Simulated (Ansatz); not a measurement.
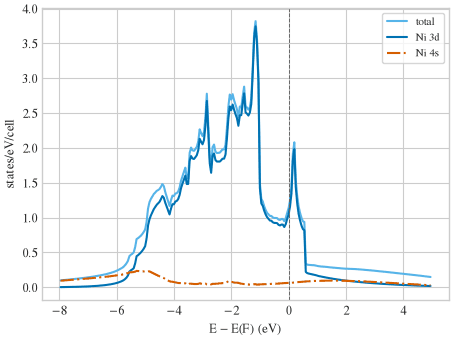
Fig. 1. Total and projected density of states of Ni (fcc (Cu type), space group No. 225), the program Ansatz at the r²SCAN level (PAW)

Problem. Which orbitals carry the states next to the Fermi level?

Solution. Within 0.5 eV of the Fermi level: Ni 3d 92 %, Ni 4s 6 %. Projections are on Löwdin-orthogonalised atomic valence shells; empty p or d shells of many metals are not among them.

Problem. Where is the tallest occupied peak in this window, and what makes it?

Solution. Near -1.1 eV, about 3.8 states/eV per cell; the largest projected share is Ni 3d.

Space group Fm-3m (fcc (Cu type)). Symmetry was held in the r²SCAN relaxation. Magnetic state: ferromagnetic, chosen from 3 collinear starts compared on coarse meshes (ties went to the first, and starts can fall back to one state), not a proven ground state. Textbook magnetic order: ferromagnetic. Other orbital occupations within this spin state were not tried.

Potentials: the later of the program's two PAW sets.
